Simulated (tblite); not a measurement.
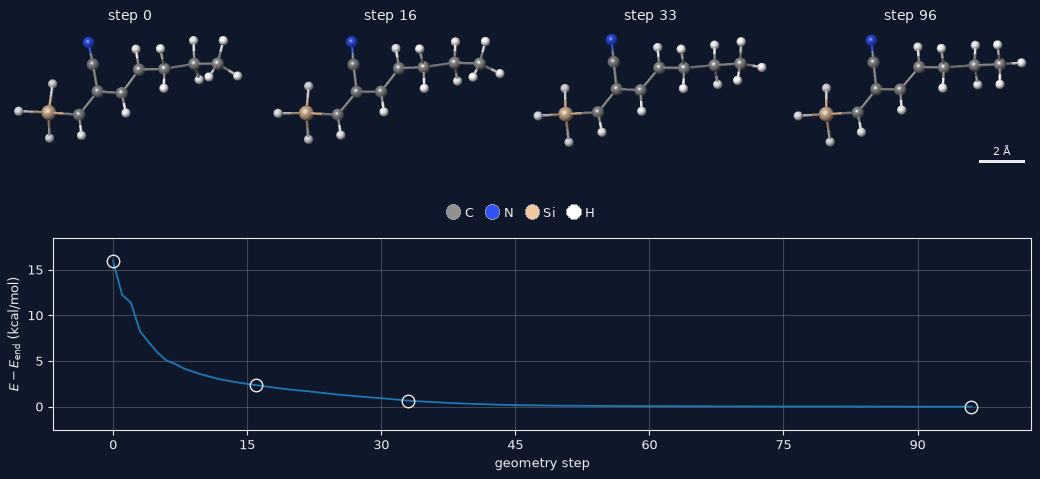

Frames of a relaxation of C8H13NSi, marked on the history of the run. The picture is a ball-and-stick view, seen at a tilt.

The calculation used GFN2-xTB geometry optimisation, gas phase in tblite. 

> Describe the path.

The largest move after the best rigid fit is that of an H atom, 0.64 Å. By element the largest moves are H 0.64 Å, C 0.17 Å, Si 0.16 Å, N 0.16 Å. Some distances before and after: C–Si 1.834 → 1.881 Å, C–C 1.453 → 1.418 Å, C–H 1.126 → 1.092 Å, C–C 1.490 → 1.523 Å. Among the angles between lasting bonds that change: C–C–H 122.9° → 115.3°, C–C–C 117.5° → 124.4°, C–C–Si 120.5° → 126.9°. Groups turn about C–C by about 40°. The energy falls by 16.0 kcal/mol in 96 geometry steps. Cost: 0.81 s on 1 thread of Arm Neoverse V2, on a shared host. From step 0 to 16: an H atom moves most (0.27 Å), energy −13.6 kcal/mol. From step 16 to 33: an H atom moves most (0.30 Å), energy −1.70 kcal/mol. From step 33 to 96: an H atom moves most (0.27 Å), energy −0.67 kcal/mol.
